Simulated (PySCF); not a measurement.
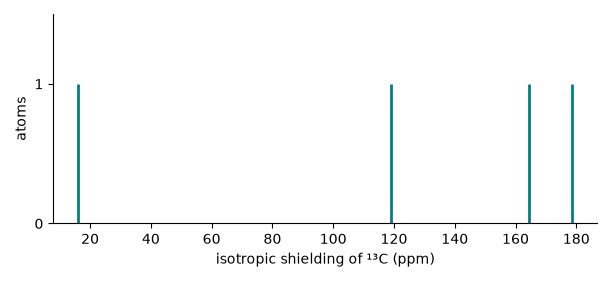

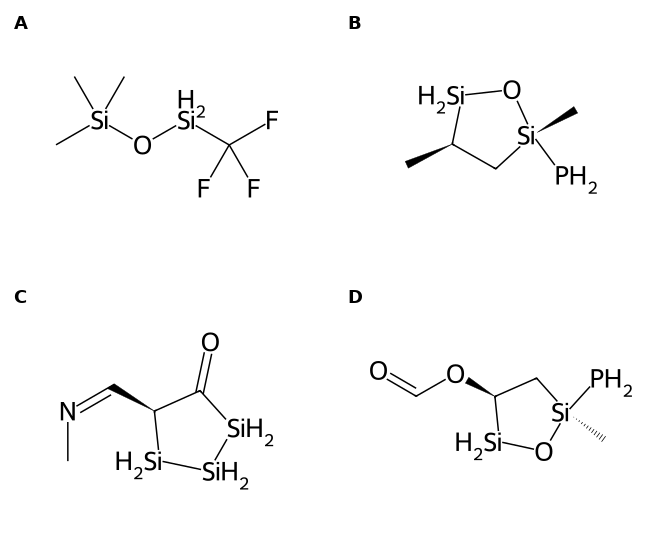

The sticks are computed shieldings of one of the molecules, for one fixed geometry (GFN2-xTB) without averaging over rotations. Low shielding means a high chemical shift. Method: GIAO PBE0/pcSseg-1 NMR shielding, non-relativistic, gas phase (PySCF 2.14.0).

Which molecule gives this pattern?

D, `C[Si@@]1(P)C[C@H](OC=O)[SiH2]O1`. Its 4 C atoms give lines at 16.0, 119.1, 164.3, 178.7 ppm.

The geometry is semi-empirical. Around P, Si such bond lengths and angles can be off by a tenth of an ångström or more and by several degrees, and values that hang on the shape move with them.
